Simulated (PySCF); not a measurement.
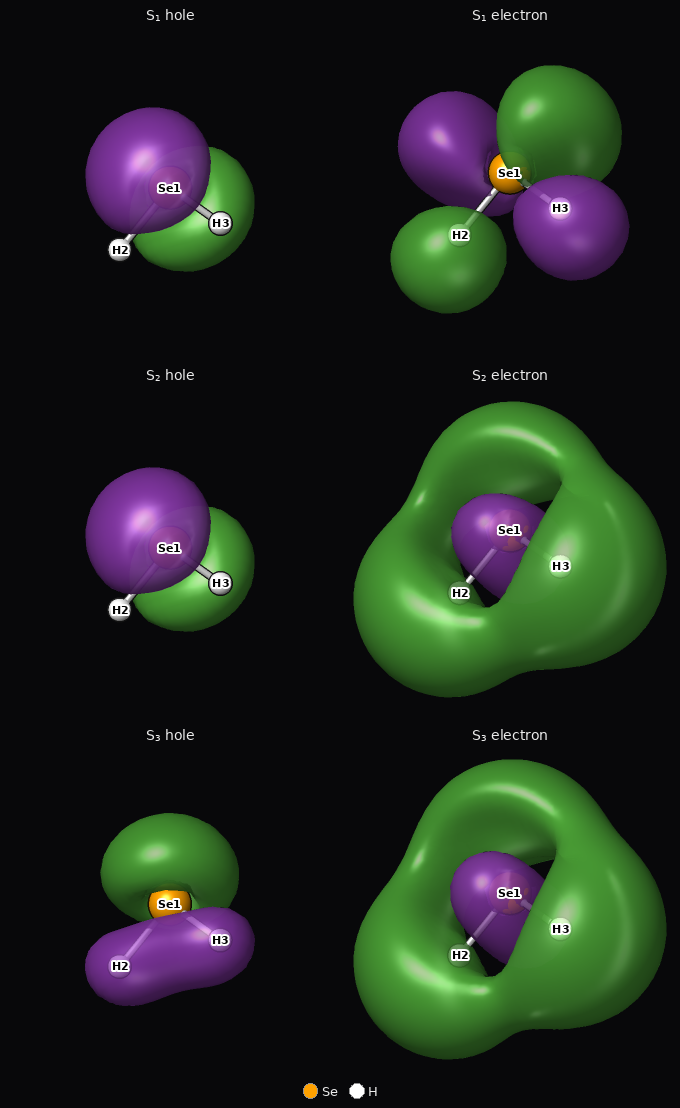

Figure. H2Se, SMILES `[SeH2]`. Leading natural transition orbitals (TDA singlet states).

Method: ωB97X/6-311G**; geometry: GFN2-xTB; program: PySCF. No frequency check shows the geometry to be a minimum. GFN2-xTB bond lengths at metals and heavier atoms can be off by up to 0.1 Å and shapes distorted, which carries into these values. Without diffuse functions Rydberg states are missing, so the states' numbers hold for this basis only.

Coordinates in Å:

```
Se1      0.0000   -0.0558    0.0000
H2       1.0283    0.9487    0.0000
H3      -1.0285    0.9485    0.0000
```

Give the energy and character of each state.

By state:
- S₁: 5.54 eV (224 nm), f = 0.000 (dark), partly diffuse acceptor orbital, which a basis without diffuse functions describes poorly; the leading pair carries 100 %; hole on Se1 (91 %), electron on Se1 (65 %) and H2 and H3 (17 % each) (atom shares of so diffuse an orbital are rough); their centroids lie 0.2 Å apart.
- S₂: 6.44 eV (192 nm), f = 0.010, partly diffuse acceptor orbital, which a basis without diffuse functions describes poorly; the leading pair carries 100 %; hole on Se1 (91 %), electron on Se1 (50 %) and H2 and H3 (25 % each) (atom shares of so diffuse an orbital are rough); their centroids lie 0.6 Å apart.
- S₃: 9.51 eV (130 nm), f = 0.226 (bright), partly diffuse acceptor orbital, which a basis without diffuse functions describes poorly; the leading pair carries 94 %; hole on Se1 (77 %) and H2 and H3 (12 % each), electron on Se1 (53 %) and H2 and H3 (23 % each) (atom shares of so diffuse an orbital are rough); their centroids lie 0.6 Å apart; S₄ lies within 0.1 eV of it.
